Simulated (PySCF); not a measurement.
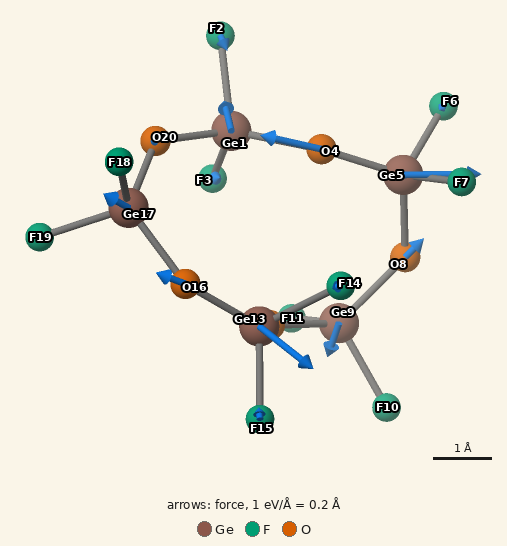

Starting geometry of Ge$_{5}$O$_{5}$F$_{10}$ with the computed forces as blue arrows. A ball-and-stick model, seen at a tilt.

The start comes from GFN2-xTB. Its atoms were then displaced at random by about 0.03 Å.

These are results of PBE0-D3(BJ)/def2-SVP geometry optimisation, gas phase in PySCF, not measurements. 

> Is this structure relaxed? If not, where do the atoms go?

It isn't relaxed: the largest force vector, on a Ge atom, is 6.99 eV/Å. The final displacements have little in common with the starting forces (cosine between the two patterns 0.17). The energy falls by 39.7 kcal/mol in 20 geometry steps. An F atom moves most after the best rigid fit: 0.51 Å. Largest moves by element: F 0.51 Å, O 0.43 Å, Ge 0.14 Å. Some distances before and after: Ge–O 1.600 → 1.757 Å, Ge–O 1.616 → 1.728 Å, Ge–O 1.651 → 1.747 Å, Ge–O 1.682 → 1.739 Å. Bond angles that change, for instance: Ge–O–Ge 141.1° → 125.6°, Ge–O–Ge 139.8° → 124.5°, O–Ge–O 120.7° → 110.9°.
